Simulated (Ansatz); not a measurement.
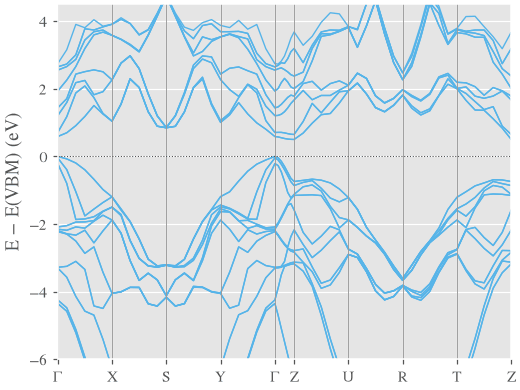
Figure: Band structure from r²SCAN with spin–orbit coupling (plane waves, PAW; program Ansatz)

Read off the gap and where the band edges lie.

About 0.5 eV (0.50 eV by a search for the band edges); maximum at Γ, minimum at Z.

The material is SiGe in space group Pmma (No. 51; Si on 2e, Si on 2f, Ge on 2e, Ge on 2f).

The start of the workflow was typed in or built on a structure type; neither database checked (COD, Materials Project) lists it. Whether it is the stable phase at ambient conditions was not checked. The cell was relaxed with r²SCAN under the symmetry of its start; its stability against distortions is not shown here.

Potentials: the later of the program's two PAW sets.
